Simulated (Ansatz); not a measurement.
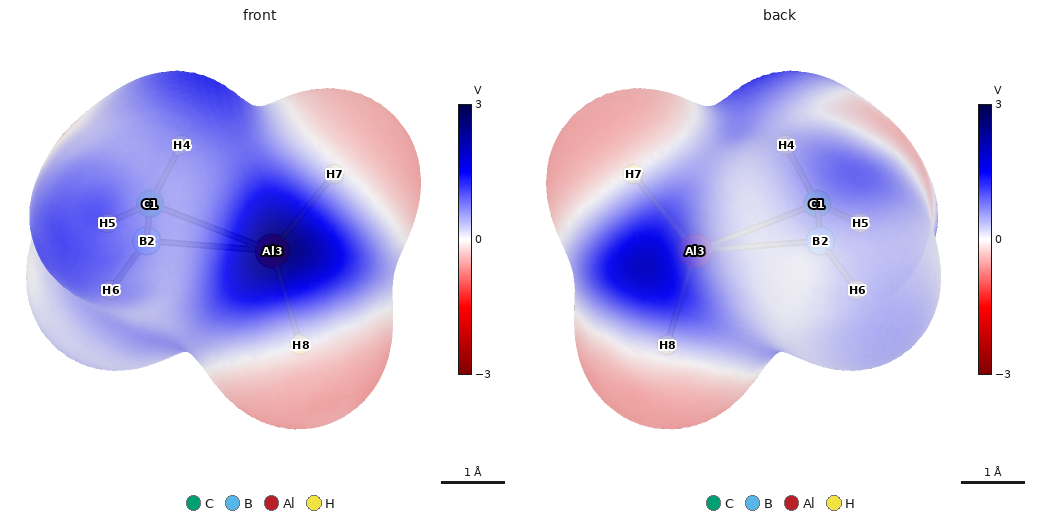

*CH$_{5}$AlB (doublet). The electrostatic potential painted on the density surface at 0.002 e/bohr³, seen from the front and from behind; the colour scale runs from red (negative) to blue (positive).*

Geometry: PBE0-D4/def2-TZVP.

The calculation used Ansatz 0.2.0, UKS PBE0-D4/def2-TZVPP.

```
atom    x (Å)    y (Å)    z (Å)
   C  -0.6255   0.5240  -0.6221
   B  -0.3821   0.9386   0.7415
  Al   0.6358  -0.9704   0.2428
   H  -1.2797  -0.3092  -0.8894
   H  -0.4008   1.1786  -1.4662
   H  -0.0003   1.8391   1.4113
   H  -0.1571  -2.3384   0.1930
   H   2.2097  -0.8624   0.3892
```

**Where is the surface potential most negative and most positive?**

The most negative region (about −0.5 V, or −12 kcal/mol for a unit charge) lies over H7 and H8, the most positive (about +2.5 V, or +58 kcal/mol for a unit charge) over Al3.
